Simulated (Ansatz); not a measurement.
**CAM-B3LYP/6-31G(d) (spherical functions) run of GaH2O2F (SMILES [OH][Ga]([OH])[F])**

Aim: the electronic atomisation energy of GaH2O2F at CAM-B3LYP/6-31G* (spherical functions), from 5 runs. 

The calculation is run with Ansatz 0.2.0.

62 further runs of the same task are left out: 62 set aside as unsound or not needed.

## 1. The molecule

The species is GaH2O2F (6 atoms), meant as a singlet with charge 0. As SMILES, `[OH][Ga]([OH])[F]`. The shape is that of a PBE0-D4/def2-TZVP optimisation. This is one conformer, not always the lowest.

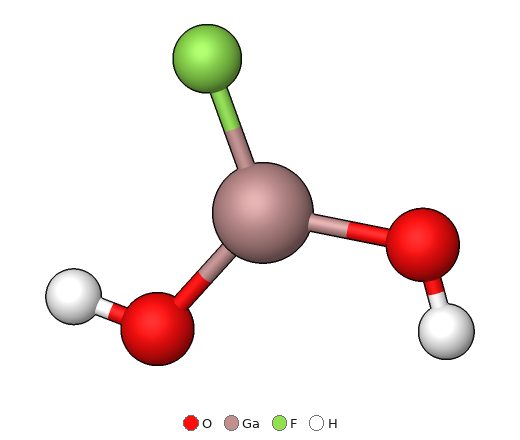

Viewed from a chosen angle; oxygen red, gallium pink, fluorine green, hydrogen white.

## 2. A single-point energy at CAM-B3LYP/6-31G(d) (spherical functions)

molecule.yaml

```yaml
crystal:
  periodic: [false, false, false]
  atoms:
    - symbol: O
      position_ang: [-0.297200, 1.351000, -0.574800]
    - symbol: Ga
      position_ang: [-0.068200, -0.342400, -0.117600]
    - symbol: O
      position_ang: [0.794400, -0.842300, 1.335300]
    - symbol: F
      position_ang: [-0.722600, -1.588800, -1.144800]
    - symbol: H
      position_ang: [-0.788800, 1.459000, -1.392800]
    - symbol: H
      position_ang: [1.124200, -0.100400, 1.848500]
basis:
  gaussian:
    orbitals: 6-31G_st_-spherical.json
hamiltonian:
  xc: {name: CAM-B3LYP}
accuracy: high
output: {orbitals: {seedname: orbitals}}
```

The basis set 6-31G* is read from a file made from the Basis Set Exchange's data (not shown).

Launch:

```console
$ ansatz run molecule.yaml --threads 1 --pin off --max-ram 3480MiB --events-out events.jsonl --progress --plain --runs-dir runs
```

What it wrote:

```text
Warning: RAYON_NUM_THREADS=1 ignored (pool sized by the plan → 1); use --threads N
Functional definition: CAM-B3LYP
  name "CAM-B3LYP"
  parameter alpha = 0.19
  parameter beta = 0.46
  parameter omega = 0.33/bohr
  parameter ac = 0.81
  exchange = (1 - alpha - beta)*b88_x + beta*b88_x_sr(omega) + alpha*exact_x + beta*exact_x_lr(omega)
  correlation = (1 - ac)*vwn5_c + ac*lyp_c
1622 factors; integrals over basis functions are off by at most 4.1e-9 eV
370 factors; integrals over basis functions are off by at most 1.9e-9 eV
mean field evaluation 1: about -59207.8637 eV, gradient 7.4e1 eV
mean field evaluation 2: about -59199.2933 eV, gradient 1.0e2 eV
mean field evaluation 4: about -59217.0088 eV, gradient 3.0e0 eV
mean field evaluation 8: about -59217.1146 eV, gradient 2.3e-1 eV
mean field evaluation 16: about -59217.1147 eV, gradient 3.3e-5 eV
mean field -59217.11469493 eV, -2176.1888262368 hartree, gradient 5.6e-8 eV, S^2 0.000000; 0 other end points of the search recorded, 0 dependent functions left out
reference -59217.11471388 eV, -2176.1888269331 hartree; 29, 29 occupied and 49, 49 virtual orbitals, 1622 factors
Total energy: -59217.11471388 eV, -2176.1888269331 hartree
```

It took 8.4 s on 1 thread of Arm Neoverse V2, shared host; peak memory 0.28 GiB.

## 3. The F atom, same level

input.yaml

```yaml
basis:
  gaussian:
    orbitals: 6-31G_st_-spherical.json
crystal:
  periodic: [false, false, false]
  atoms:
    - {symbol: F, position_ang: [0.000000, 0.000000, 0.000000]}
magnetization:
  spin_polarized: true
  initial_magnetization: 1
hamiltonian:
  xc: {name: CAM-B3LYP}
accuracy: high
```

The basis set 6-31G* is read from a file made from the Basis Set Exchange's data (not shown).

Launch:

```console
$ ansatz run input.yaml --threads 1 --pin off --max-ram 3480MiB --events-out events.jsonl --progress --plain --runs-dir runs
```

What it wrote:

```text
Warning: RAYON_NUM_THREADS=1 ignored (pool sized by the plan → 1); use --threads N
Functional definition: CAM-B3LYP
  name "CAM-B3LYP"
  parameter alpha = 0.19
  parameter beta = 0.46
  parameter omega = 0.33/bohr
  parameter ac = 0.81
  exchange = (1 - alpha - beta)*b88_x + beta*b88_x_sr(omega) + alpha*exact_x + beta*exact_x_lr(omega)
  correlation = (1 - ac)*vwn5_c + ac*lyp_c
93 factors; integrals over basis functions are off by at most 1.9e-9 eV
54 factors; integrals over basis functions are off by at most 4.5e-10 eV
mean field evaluation 1: about -2712.6717 eV, gradient 3.8e0 eV
mean field evaluation 2: about -2712.7134 eV, gradient 1.4e0 eV
mean field evaluation 4: about -2712.7196 eV, gradient 1.7e-2 eV
mean field evaluation 8: about -2712.7197 eV, gradient 2.3e-4 eV
mean field -2712.71965270 eV, -99.6906084893 hartree, gradient 3.0e-8 eV, S^2 0.750938; 0 other end points of the search recorded, 0 dependent functions left out
reference -2712.71965665 eV, -99.6906086345 hartree; 5, 4 occupied and 9, 10 virtual orbitals, 93 factors
Total energy: -2712.71965665 eV, -99.6906086345 hartree
```

Wall time 0.41 s (1 thread of Arm Neoverse V2, shared host).

## 4. The Ga atom at the same level

input.yaml

```yaml
crystal:
  periodic: [false, false, false]
  atoms:
    - symbol: Ga
      position_ang: [0.000000, 0.000000, 0.000000]
basis:
  gaussian: {orbitals: 6-31G_st_-spherical.json}
magnetization: {spin_polarized: true, initial_magnetization: 1}
hamiltonian: {xc: {name: CAM-B3LYP}}
accuracy: high
```

The basis set 6-31G* is read from a file made from the Basis Set Exchange's data (not shown).

Launch:

```console
$ ansatz run input.yaml --threads 1 --pin off --max-ram 3480MiB --events-out events.jsonl --progress --plain --runs-dir runs
```

What it wrote:

```text
Warning: RAYON_NUM_THREADS=1 ignored (pool sized by the plan → 1); use --threads N
Functional definition: CAM-B3LYP
  name "CAM-B3LYP"
  parameter alpha = 0.19
  parameter beta = 0.46
  parameter omega = 0.33/bohr
  parameter ac = 0.81
  exchange = (1 - alpha - beta)*b88_x + beta*b88_x_sr(omega) + alpha*exact_x + beta*exact_x_lr(omega)
  correlation = (1 - ac)*vwn5_c + ac*lyp_c
306 factors; integrals over basis functions are off by at most 3.0e-9 eV
110 factors; integrals over basis functions are off by at most 4.3e-10 eV
mean field evaluation 1: about -52372.3236 eV, gradient 7.1e0 eV
mean field evaluation 2: about -52372.3472 eV, gradient 7.4e0 eV
mean field evaluation 4: about -52372.4340 eV, gradient 4.5e-1 eV
mean field evaluation 8: about -52372.4351 eV, gradient 4.1e-3 eV
mean field evaluation 16: about -52372.4351 eV, gradient 4.1e-8 eV
mean field -52372.43512204 eV, -1924.6514914235 hartree, gradient 4.6e-8 eV, S^2 0.752315; 0 other end points of the search recorded, 0 dependent functions left out
reference -52372.43513283 eV, -1924.6514918200 hartree; 16, 15 occupied and 16, 17 virtual orbitals, 306 factors
Total energy: -52372.43513283 eV, -1924.6514918200 hartree
```

Run time: 2 s. Hardware: 1 thread of Arm Neoverse V2, shared host; peak memory 0.1 GiB.

## 5. The H atom, same level

job.yaml

```yaml
crystal:
  periodic: [false, false, false]
  atoms:
    - {symbol: H, position_ang: [0.000000, 0.000000, 0.000000]}
basis:
  gaussian:
    orbitals: "6-31G*"
hamiltonian:
  xc: {name: CAM-B3LYP}
magnetization:
  spin_polarized: true
  initial_magnetization: 1
accuracy: high
```

Run the same way, it converges to -0.49683 Eh (log not shown).

## 6. The O atom at the same level

in.yaml

```yaml
crystal:
  periodic: [false, false, false]
  atoms:
    - symbol: O
      position_ang: [0.000000, 0.000000, 0.000000]
basis:
  gaussian: {orbitals: 6-31G_st_-spherical.json}
hamiltonian: {xc: {name: CAM-B3LYP}}
accuracy: high
magnetization: {spin_polarized: true, initial_magnetization: 2}
```

The basis set 6-31G* is read from a file made from the Basis Set Exchange's data (not shown).

Run the same way, it converges to -75.03601 Eh (log not shown).

## 7. Outcome

Level: CAM-B3LYP/6-31G* (spherical functions).

| quantity | value |
| --- | --- |
| molecule: total energy | -2176.18883 Eh |
| molecule: HOMO energy | -10.50 eV |
| molecule: LUMO energy | -0.36 eV |
| molecule: HOMO–LUMO gap | 10.14 eV |
| F atom: total energy | -99.69061 Eh |
| F atom: ⟨S²⟩ | 0.751 |
| Ga atom: total energy | -1924.65149 Eh |
| Ga atom: ⟨S²⟩ | 0.752 |
| H atom: total energy | -0.49683 Eh |
| H atom: ⟨S²⟩ | 0.750 |
| O atom: total energy | -75.03601 Eh |
| O atom: ⟨S²⟩ | 2.002 |
| electronic atomisation energy | 21.254 eV |

In words: Taking the molecule apart into free atoms costs 21.25 eV (2051 kJ/mol), before zero-point energy and without spin-orbit coupling.
